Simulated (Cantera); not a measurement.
Input: 1 mol V2O3, 1800 mol H2, held at 0.100 bar.

Cantera equilibrium calculation (NASA polynomials, part measured and part estimated; ideal gas, pure solids and liquids). Candidate condensed phases: H2O, V, VO, V2O3, V2O4, V2O5; 12 gas species. Mutual solubility and eutectic melting of coexisting phases are not modelled. VO: taken at fixed stoichiometry. Condensed phases not in the tables: the oxides between V2O3 and V2O5 other than VO2. Rates play no part.

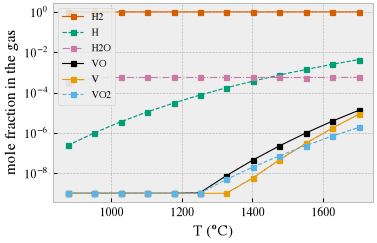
Equilibrium gas composition (values under 1e-9 drawn at 1e-9)

### Question
Read off the mole fractions at 1702 °C.

### Answer
H2 about 1.00, H about 0.0043, H2O about 0.00056, VO about 1.3e-5, V about 8.3e-6, VO2 about 1.9e-6.
